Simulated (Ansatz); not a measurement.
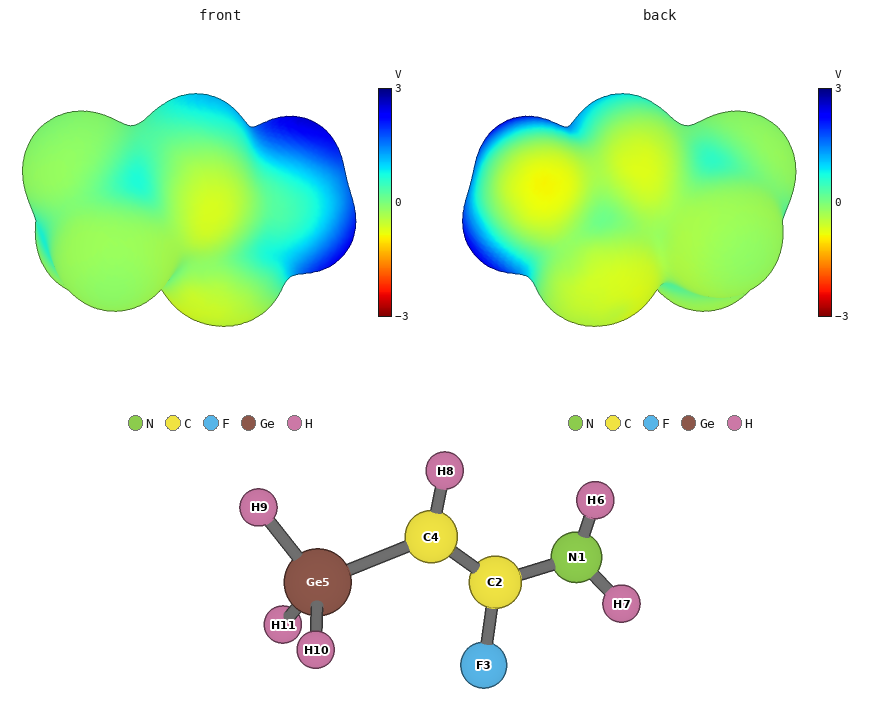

Figure 1: C$_{2}$H$_{6}$FGeN (SMILES NC(F)=[CH][GeH3]). The electrostatic potential painted on the density surface at 0.002 e/bohr³, seen from the front and from behind; the colour scale runs from red (negative) to blue (positive). The bare structure is drawn below in the same view.

Geometry: PBE0-D4/def2-TZVP.

Method: RKS PBE0-D4/def2-TZVPP (Ansatz 0.2.0).

The calculation's input:

```
crystal:
  periodic: [false, false, false]
  atoms:
    - {symbol: N, position_ang: [-1.607283, 0.942441, -1.281227]}
    - {symbol: C, position_ang: [-0.653616, 0.165370, -0.681868]}
    - {symbol: F, position_ang: [-0.596681, -1.027978, -1.291379]}
    - {symbol: C, position_ang: [0.111486, 0.415449, 0.377714]}
    - {symbol: Ge, position_ang: [1.274003, -0.899033, 1.167596]}
    - {symbol: H, position_ang: [-1.592193, 1.914225, -1.021659]}
    - {symbol: H, position_ang: [-1.726619, 0.783536, -2.269484]}
    - {symbol: H, position_ang: [0.046514, 1.404634, 0.814343]}
    - {symbol: H, position_ang: [1.805307, -0.323166, 2.491282]}
    - {symbol: H, position_ang: [2.476380, -1.219127, 0.259451]}
    - {symbol: H, position_ang: [0.528204, -2.213350, 1.455732]}
basis:
  gaussian: {orbitals: def2-TZVPP}
hamiltonian: {xc: pbe0, dispersion: d4}
output: {orbitals: {seedname: orbitals}}
```

Run with:

```sh
ansatz run in.yaml --threads 4 --pin off --events-out ev --progress --plain --max-ram 10444MiB
```

### Describe the electrostatic potential map.

The most negative region (about −0.9 V) lies over N1, the most positive (about +2.4 V) over H6.
